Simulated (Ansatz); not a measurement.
Nudged elastic band of C₂H₆F (part 2 of 2)

The same run, continued: C₂H₆F, multiplicity 2; UKS PBE0/def2-SVP (Ansatz 0.2.0). It belongs to a series of runs on one base structure; here: band between the two ends.

Geometry of the input (Å):
```
H  -1.0661  -0.6592  0.1520
C  -0.6899  -1.4848  -0.4747
F  0.5762  -1.1938  -0.9050
C  0.7972  1.8381  0.6138
H  -1.3569  -1.6163  -1.3424
H  -0.6771  -2.4147  0.1170
H  0.4010  2.7243  0.1156
H  1.0604  1.8907  1.6717
H  0.9551  0.9158  0.0522
```

**Log, continued**
```
NEB iter  48: max|band force component| = 3.416e-1 eV/Å  barrier→ = 0.5298 eV  barrier← = 0.7585 eV  CI = image 3  Δτ_max = 0.1675 Å  (147 SCF iters)
NEB iter  49: max|band force component| = 7.337e-1 eV/Å  barrier→ = 0.5270 eV  barrier← = 0.7558 eV  CI = image 3  Δτ_max = 0.0903 Å  (133 SCF iters)
NEB iter  50: max|band force component| = 1.400e0 eV/Å  barrier→ = 0.5244 eV  barrier← = 0.7532 eV  CI = image 3  Δτ_max = 0.0437 Å  (136 SCF iters)
NEB iter  51: max|band force component| = 3.405e-1 eV/Å  barrier→ = 0.5233 eV  barrier← = 0.7520 eV  CI = image 3  Δτ_max = 0.0456 Å  (139 SCF iters)
NEB iter  52: max|band force component| = 9.086e-2 eV/Å  barrier→ = 0.5229 eV  barrier← = 0.7516 eV  CI = image 3  Δτ_max = 0.0349 Å  (122 SCF iters)
NEB iter  53: max|band force component| = 7.921e-2 eV/Å  barrier→ = 0.5227 eV  barrier← = 0.7515 eV  CI = image 3  Δτ_max = 0.0891 Å  (133 SCF iters)
NEB iter  54: max|band force component| = 6.660e-1 eV/Å  barrier→ = 0.5226 eV  barrier← = 0.7514 eV  CI = image 3  Δτ_max = 0.0412 Å  (132 SCF iters)
NEB iter  55: max|band force component| = 3.156e-1 eV/Å  barrier→ = 0.5225 eV  barrier← = 0.7513 eV  CI = image 3  Δτ_max = 0.0593 Å  (134 SCF iters)
NEB iter  56: max|band force component| = 7.558e-2 eV/Å  barrier→ = 0.5225 eV  barrier← = 0.7512 eV  CI = image 3  Δτ_max = 0.0357 Å  (136 SCF iters)
NEB iter  57: max|band force component| = 1.066e-1 eV/Å  barrier→ = 0.5225 eV  barrier← = 0.7512 eV  CI = image 3  Δτ_max = 0.0180 Å  (131 SCF iters)
NEB iter  58: max|band force component| = 2.553e-1 eV/Å  barrier→ = 0.5225 eV  barrier← = 0.7512 eV  CI = image 3  Δτ_max = 0.0090 Å  (132 SCF iters)
NEB iter  59: max|band force component| = 1.138e-1 eV/Å  barrier→ = 0.5225 eV  barrier← = 0.7512 eV  CI = image 3  Δτ_max = 0.0154 Å  (112 SCF iters)
the calculation of the forces begins
reference -4877.60406658 eV, -179.2486432879 hartree; 14, 13 occupied and 58, 59 virtual orbitals, 799 factors
799 factors; integrals over basis functions are off by at most 8.5e-4 eV
mean field evaluation 2176: about -4876.8309 eV, gradient 2.7e-1 eV
mean field -4876.85269208 eV, -179.2210307843 hartree, gradient 1.6e-5 eV, S^2 0.758451; 1 other end points of the search recorded, 0 dependent functions left out
the calculation of the forces begins
reference -4876.85271415 eV, -179.2210315956 hartree; 14, 13 occupied and 58, 59 virtual orbitals, 799 factors
NEB iter  60: max|band force component| = 4.618e-2 eV/Å  barrier→ = 0.5225 eV  barrier← = 0.7512 eV  CI = image 3  Δτ_max = 0.0000 Å  (252 SCF iters)
```

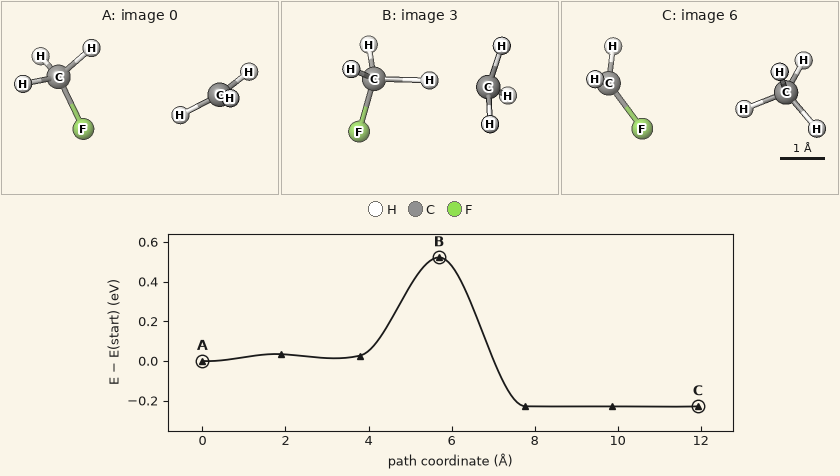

*Images of the last band (counted from 0; ball-and-stick, seen at a tilt) above the energy along the path; the line is a cubic interpolation that uses the forces.*

The highest image is number 3, 0.522 eV above the start and 0.751 eV above the end (the climbing image); the end lies 0.229 eV below the start. The path is 11.93 Å long. The band converged in 60 iterations.

```
Total energy: -4876.85271415 eV, -179.2210315956 hartree
Atom 0 at    -0.039468     0.028814    -0.075054 Å, force    -0.000065    -0.000521     0.000215 eV/Å
Atom 1 at    -0.467179    -1.143786    -0.471150 Å, force    -0.000510    -0.000232    -0.000422 eV/Å
Atom 2 at    -0.064906    -2.054067     0.439760 Å, force     0.000201     0.000171     0.000025 eV/Å
Atom 3 at     0.460578     1.216290     0.440489 Å, force     0.000221     0.000669     0.000553 eV/Å
Atom 4 at    -0.005754    -1.323100    -1.455085 Å, force     0.000030     0.000001     0.000003 eV/Å
Atom 5 at    -1.565394    -1.071568    -0.514899 Å, force     0.000028     0.000012     0.000050 eV/Å
Atom 6 at     0.030296     1.272775     1.446520 Å, force    -0.000158    -0.000121    -0.000134 eV/Å
Atom 7 at     1.547427     1.078053     0.431035 Å, force     0.000077     0.000136    -0.000133 eV/Å
Atom 8 at     0.104300     1.996689    -0.241517 Å, force     0.000176    -0.000115    -0.000158 eV/Å
Dipole moment:    -0.097413     0.190857    -0.212413 e Å
this run last wrote the band of iteration 60 to [file]
```

**The last band as extended XYZ (Å, eV, eV/Å)**
```
9
Properties=species:S:1:pos:R:3:forces:R:3 image=0 energy=-4877.37514
H    -1.0661   -0.6592    0.1520    0.0058  -0.0189  -0.0133
C    -0.6899   -1.4848   -0.4747   -0.0168   0.0028   0.0068
F     0.5762   -1.1938   -0.9050    0.0038   0.0062   0.0009
C     0.7972    1.8381    0.6138   -0.0009   0.0110   0.0129
H    -1.3569   -1.6163   -1.3424    0.0079   0.0024   0.0098
H    -0.6771   -2.4147    0.1170   -0.0009   0.0086  -0.0037
H     0.4010    2.7243    0.1156    0.0065  -0.0117   0.0032
H     1.0604    1.8907    1.6717   -0.0014  -0.0043  -0.0220
H     0.9551    0.9158    0.0522   -0.0039   0.0040   0.0053
9
Properties=species:S:1:pos:R:3:forces:R:3 image=1 energy=-4877.34067
H    -1.1811   -0.4837   -0.2263    0.0014  -0.0024  -0.0032
C    -0.6653   -1.4346   -0.4381   -0.0004   0.0017   0.0005
F     0.6630   -1.3130   -0.1406   -0.0011  -0.0027   0.0056
C     0.7556    1.7877    0.5332    0.0001  -0.0007  -0.0022
H    -0.7888   -1.6837   -1.5048    0.0021   0.0015   0.0026
H    -1.1135   -2.2356    0.1726   -0.0018   0.0021  -0.0002
H     0.4912    2.7891    0.8745   -0.0005  -0.0045   0.0033
H     0.7725    0.9490    1.2291    0.0031  -0.0002  -0.0098
H     1.0662    1.6249   -0.4993   -0.0029   0.0052   0.0035
9
Properties=species:S:1:pos:R:3:forces:R:3 image=2 energy=-4877.34749
H    -0.7176   -0.2615   -0.5781   -0.0095  -0.0071  -0.0160
C    -0.5890   -1.3518   -0.4816   -0.0503   0.0037  -0.0340
F     0.4400   -1.6139    0.3793    0.0256   0.0089   0.0049
C     0.6863    1.6987    0.5594    0.0431   0.0064   0.0053
H    -0.3676   -1.7826   -1.4717   -0.0014  -0.0104   0.0002
H    -1.5242   -1.7899   -0.0965    0.0153  -0.0307   0.0167
H     0.1901    2.0210    1.4755   -0.0090   0.0298  -0.0093
H     1.1941    0.7346    0.5324   -0.0154  -0.0303   0.0197
H     0.6878    2.3454   -0.3186    0.0016   0.0297   0.0125
9
Properties=species:S:1:pos:R:3:forces:R:3 image=3 energy=-4876.85269
H    -0.0395    0.0288   -0.0751   -0.0001  -0.0005   0.0002
C    -0.4672   -1.1438   -0.4712   -0.0005  -0.0002  -0.0004
F    -0.0649   -2.0541    0.4398    0.0002   0.0002   0.0000
C     0.4606    1.2163    0.4405    0.0002   0.0007   0.0006
H    -0.0058   -1.3231   -1.4551    0.0000   0.0000   0.0000
H    -1.5654   -1.0716   -0.5149    0.0000   0.0000   0.0001
H     0.0303    1.2728    1.4465   -0.0002  -0.0001  -0.0001
H     1.5474    1.0781    0.4310    0.0001   0.0001  -0.0001
H     0.1043    1.9967   -0.2415    0.0002  -0.0001  -0.0002
9
Properties=species:S:1:pos:R:3:forces:R:3 image=4 energy=-4877.60358
H     0.6142    0.3705    0.5540    0.0010   0.0009   0.0011
C    -0.9114   -1.9336   -0.9085   -0.0011  -0.0017  -0.0009
F     0.0936   -1.9776   -0.0428   -0.0003   0.0003  -0.0007
C     0.6678    1.4602    0.6732    0.0007   0.0002   0.0010
H    -0.6333   -1.6917   -1.9374   -0.0006  -0.0015  -0.0009
H    -1.8902   -1.7058   -0.4790   -0.0008  -0.0013  -0.0007
H     0.1610    1.7543    1.6020    0.0005   0.0015   0.0005
H     1.7195    1.7732    0.7180    0.0005   0.0016   0.0005
H     0.1787    1.9507   -0.1793    0.0002   0.0000   0.0000
9
Properties=species:S:1:pos:R:3:forces:R:3 image=5 energy=-4877.60404
H     0.7274    0.4952    0.2498   -0.0001   0.0001   0.0000
C    -0.9763   -2.0392   -0.7977   -0.0004  -0.0002   0.0002
F     0.3153   -1.8150   -0.5897   -0.0001   0.0002  -0.0003
C     0.7225    1.5335    0.6056    0.0000  -0.0002  -0.0001
H    -1.3697   -1.6671   -1.7469    0.0002  -0.0004  -0.0002
H    -1.5833   -2.1542    0.1037    0.0001   0.0000   0.0000
H    -0.3068    1.8420    0.8336    0.0001   0.0003   0.0001
H     1.3355    1.6141    1.5132    0.0000   0.0001   0.0001
H     1.1353    2.1907   -0.1715    0.0001   0.0001   0.0001
9
Properties=species:S:1:pos:R:3:forces:R:3 image=6 energy=-4877.60391
H     0.6705    0.6221   -0.0391   -0.0019   0.0058   0.0041
C    -0.9267   -2.0808   -0.6902    0.0148   0.0071  -0.0036
F     0.2340   -1.5882   -1.1060   -0.0182  -0.0076   0.0074
C     0.6838    1.5642    0.5244    0.0053  -0.0013  -0.0010
H    -1.8153   -1.6233   -1.1322    0.0015  -0.0008  -0.0006
H    -0.9136   -2.5365    0.3032    0.0016   0.0007  -0.0034
H    -0.0113    2.2796    0.0645    0.0013  -0.0017  -0.0001
H     0.3801    1.3783    1.5636    0.0022   0.0002  -0.0040
H     1.6985    1.9846    0.5121   -0.0066  -0.0024   0.0011
```

**Summary**

- outcome: converged
- barrier, forward: 0.522 eV
- barrier, backward: 0.751 eV
- hardware: 2 threads of AMD EPYC (Zen 3), 24 GiB of memory available, shared host
- wall time: 6 min (CPU time 11 min)
- peak memory: 0.19 GiB

**Notes**

The order of the saddle point was not checked.
